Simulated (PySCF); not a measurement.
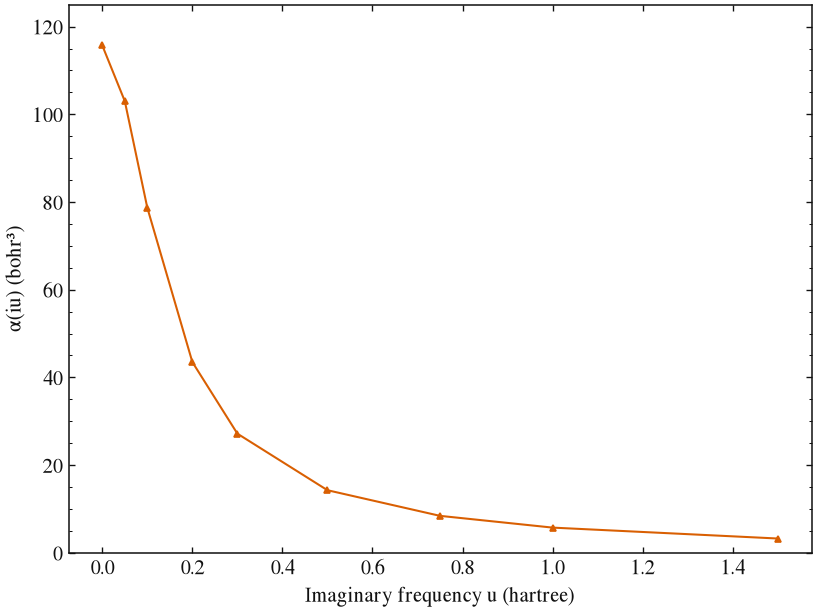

Dipole polarisability at imaginary frequency of an atom or ion with 40 electrons in the configuration [Kr] 4d² 5s². Coupled response at the B3LYP level; PySCF, def2-QZVPPD with a 28-electron core potential, unrestricted single determinants, no spin-orbit coupling.

Question: Which species is it, and what does the curve give?

Answer: Zr I (neutral zirconium). The static dipole polarisability is 116 bohr³ (the recommended value is 112); α(iu) falls to half of it near u = 0.15 hartree. The Casimir–Polder integral gives C₆ = 1580 hartree bohr⁶ for two such species.
